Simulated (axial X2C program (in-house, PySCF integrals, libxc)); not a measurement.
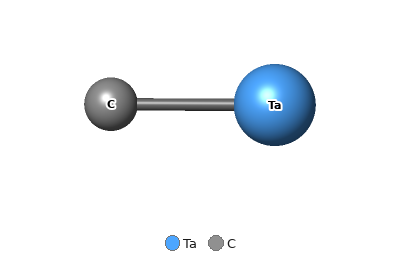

Figure 1. The molecule at the reference distance of 1.725 Å.

# Run report: TaC, relativistic diatomic calculation

TaC, single determinant with Ω = 1/2. Level asked for: HF, two-component X2C with atomic mean-field Coulomb and Gaunt terms, Ta dyall-cv3z, C dyall-v3z (cores contracted) (axial X2C program (in-house, PySCF integrals, libxc)).

## Input file
```
{"zs": [73, 6], "q": 0, "bas": ["dyall-cv3z", "dyall-v3z"], "levels": ["PBE0", "HF", "M06"], "cc": true, "r0": 1.93, "thr": -1.0, "nmax": 90, "npts": 10, "nst": 2, "ntry": 6}
```

The line is the task of a batch: nuclear charges, charge, bases, the levels to run, a first guess of the distance and further settings. This report covers HF with spin-orbit coupling. The log is that of the reference distance 1.725 Å.

The run was one of a batch that the task file lists, launched with:
```bash
python <driver script> task.json out
```

## Output
```
two-component X2C + atomic mean field  HF
basis functions 227  fitting functions 1161  grid points 5076
iter        total energy     max residual
   1     -15636.117350271     1.03e+00
   2     -15636.162981022     2.54e-02
   3     -15636.164940066     1.25e-01
   4     -15636.167382995     1.95e-02
   5     -15636.167876391     1.26e-02
   6     -15636.168502077     3.08e-02
   7     -15636.169035887     1.54e-02
   8     -15636.169954070     1.17e-02
   9     -15636.171018947     3.73e-02
  10     -15636.172141073     3.87e-02
  11     -15636.173355265     6.97e-03
  12     -15636.173502939     1.92e-03
  13     -15636.173644896     8.49e-03
  14     -15636.173721404     4.28e-03
  15     -15636.173799809     2.01e-03
  16     -15636.173833002     2.91e-03
  17     -15636.173850273     1.35e-03
  18     -15636.173856465     1.99e-04
  19     -15636.173859545     6.29e-04
  20     -15636.173861101     4.78e-04
  21     -15636.173862143     1.31e-04
  22     -15636.173862815     1.98e-04
  23     -15636.173863155     2.11e-04
  24     -15636.173863264     7.60e-05
  25     -15636.173863296     1.68e-05
  26     -15636.173863311     4.01e-05
  27     -15636.173863319     2.84e-05
  28     -15636.173863322     5.85e-06
  29     -15636.173863324     6.50e-06
  30     -15636.173863324     9.18e-06
  31     -15636.173863325     3.63e-06
  32     -15636.173863325     1.76e-06
converged
one-electron -21717.15236527  Coulomb 6280.69578114  exact exchange -320.73363572  xc functional 0.00000000  nuclear repulsion 134.36499616  atomic mean-field constant -13.34863964
correlated 9  virtual 287  natural virtual 90  E(MP2) -0.252170688  MP2 remainder -0.012570128
iter   CCSD correlation   residual
   1     -0.235405595   1.95e-01
   2     -0.249303668   1.13e-01
   3     -0.261489575   7.50e-02
   4     -0.265210164   3.65e-02
   5     -0.267654570   1.99e-02
   6     -0.268290868   9.02e-03
   7     -0.268367746   4.23e-03
   8     -0.268401830   2.47e-03
   9     -0.268350949   1.68e-03
  10     -0.268387429   1.19e-03
  11     -0.268371763   8.36e-04
  12     -0.268388578   5.54e-04
  13     -0.268388071   3.29e-04
  14     -0.268385246   1.95e-04
  15     -0.268386137   1.16e-04
  16     -0.268385648   6.41e-05
  17     -0.268385472   3.85e-05
  18     -0.268385896   2.32e-05
  19     -0.268385379   1.27e-05
  20     -0.268385487   7.62e-06
  21     -0.268385319   5.10e-06
  22     -0.268385246   3.47e-06
  23     -0.268385219   2.52e-06
  24     -0.268385185   1.82e-06
  25     -0.268385176   1.28e-06
(T) -0.019491603027896483  T1 0.1383  D1 0.2175  max T2 0.117
```

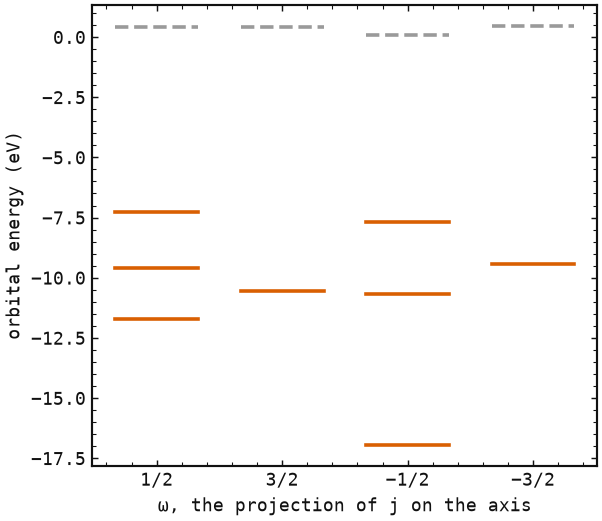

Figure 2. Orbital energies near the frontier at 1.73 Å, filled (solid) and empty (dashed). The highest filled spinor (1/2; 63 % Ta s, 16 % Ta p) lies at −7.25 eV, the lowest empty one (−1/2; 64 % Ta p, 18 % Ta d) at 0.09 eV.

## What the run reported

- outcome: not converged in a step after the SCF shown
- hardware: 1 thread of INTEL XEON PLATINUM @ 2.10GHz (Emerald Rapids), 24 GiB of memory available, shared host
- wall time: 12 s
- peak memory: 0.64 GiB

## What went wrong

The SCF whose log is shown converged, but a later step did not. The run therefore gave no full result. Hartree–Fock lacks correlation, so it usually binds too weakly.
